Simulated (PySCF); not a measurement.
```xyz
19

B     1.3328    1.9371    0.9850
C     1.3675    1.0569   -0.2792
Ge   -0.1570   -0.2670   -0.1668
C    -0.1499   -1.3052   -1.8723
C    -1.8988    0.6739    0.0182
C     0.1075   -1.4999    1.3714
H     0.7040    2.9256    1.0023
H     1.8973    1.6040    1.9560
H     1.2082    1.5962   -1.2121
H     2.2640    0.4466   -0.3832
H    -0.9444   -2.0457   -1.8634
H     0.7943   -1.8232   -2.0116
H    -0.3073   -0.6498   -2.7240
H    -2.0602    1.3554   -0.8118
H    -1.9219    1.2499    0.9381
H    -2.7203   -0.0368    0.0392
H    -0.6723   -2.2560    1.3977
H     1.0667   -2.0045    1.3030
H     0.0799   -0.9482    2.3061
```

Geometry: GFN2-xTB.

All numbers below come from PBE0/def2-SVPD, SCF density, gas phase (PySCF).

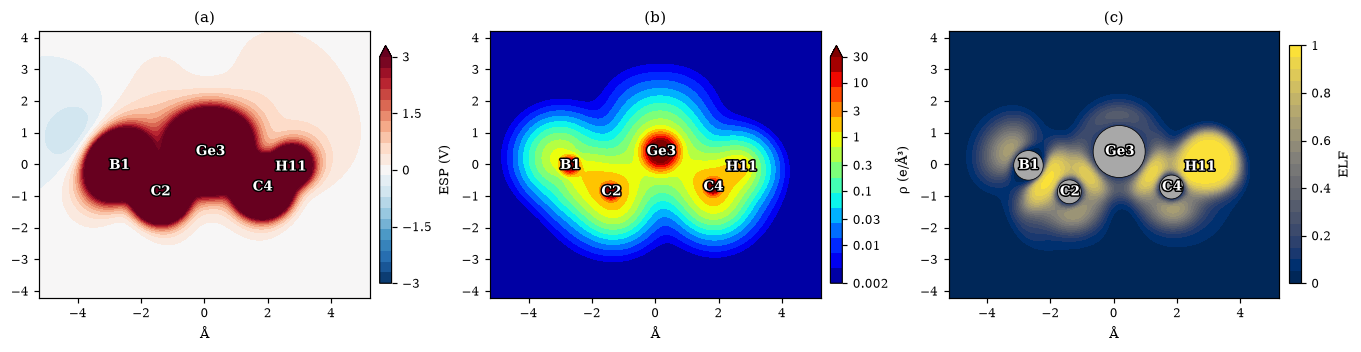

C$_{4}$H$_{13}$BGe (SMILES B[CH2][Ge]([CH3])([CH3])[CH3]). (a) electrostatic potential; (b) total electron density; (c) ELF on the plane of atoms C2, Ge3 and C4. Grey discs cover the atomic cores in the ELF map.

### Describe what can be read from this map.

Atoms in the plane: B, C, Ge and H. C–B (1.54 Å): the density is about 1.5 e/Å³ at the midpoint; the ELF peaks at about 0.95 between the atoms: localised, covalent bonding. C–Ge (2.00 Å): ρ is about 0.83 e/Å³ halfway; the ELF peaks at about 0.95 in the valence shell of C, 0.7 Å from its nucleus, and is about 0.75 at the midpoint. C–H (1.09 Å): ρ is about 1.9 e/Å³ halfway; the ELF climbs to about 1 towards the hydrogen, as it does in any bond to H; an ordinary covalent bond to hydrogen. Outside the dense part of the molecule the potential is most negative (−0.6 V) near H8, which lies off the plane.
